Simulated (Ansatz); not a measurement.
## Fields on a plane of VO2 (rutile)

```xyz
6
Lattice="4.5372 0.0000 0.0000 0.0000 4.5372 0.0000 0.0000 0.0000 2.8031" Properties=species:S:1:pos:R:3 pbc="T T T"
V      0.0000     0.0000     0.0000
V      2.2686     2.2686     1.4016
O      1.3565     1.3565     0.0000
O      3.6251     0.9121     1.4016
O      0.9121     3.6251     1.4016
O      3.1807     3.1807     0.0000
```

The slice is a (-1 1 0) plane (indices of the conventional cell) through the point (0.500, 0.500, 0.500) (fractional), spanned by u = [001] and v = [110] in vectors of this cell: u (2.80 Å) and v (6.42 Å, at 90° to u). It covers one period; positions are fractions (u, v).

Atoms on it: V at (0.50, 0.50); V at (0.00, 0.00); O at (0.50, 0.80); O at (0.50, 0.20).

Method: PBEsol (plane waves to 420 eV, PAW, scalar-relativistic; Ansatz, a first-principles code). k mesh 10×10×17. These are valence fields of a PAW run, semicore shells included where kept as valence: close to a nucleus they are smooth pseudo fields. Relaxed VO2 ends ferromagnetic. The PAW data are Ansatz's earlier set. This is a high-temperature form of VO2. VO2 is run spin-polarised and with no Hubbard U. VO2 was relaxed with its symmetry unable to fall. Other magnetic orders were not checked, so this need not be the ground state.

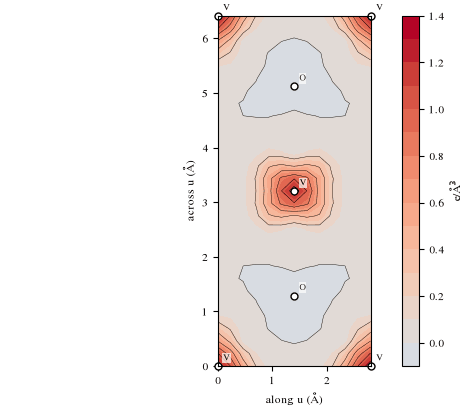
Fig. 1. Spin density, up minus down in e/Å³, one period of the plane, atoms marked. 

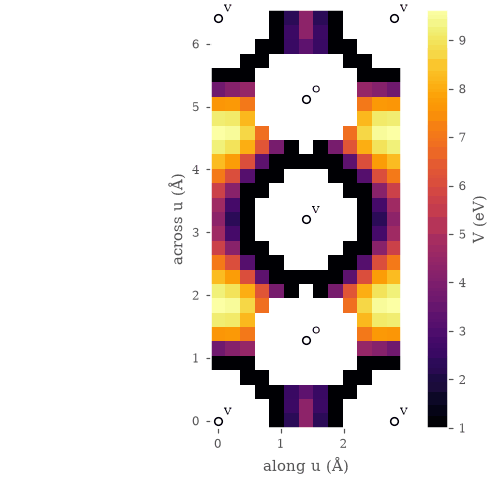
Figure. Electrostatic potential energy of an electron, from the cell's mean, in eV, one period of the plane, atoms marked. Points within 0.8 Å of a nucleus are left white, as the pseudised field means little there. Values under 1 eV are set to 1. The zero, the cell's mean, hangs on the PAW cores.

| Item | Result |
|---|---|
| Density on the V–O line (1.90 Å) at its midpoint | 0.79 e/Å³ |
| ELF at that point | 0.22 |
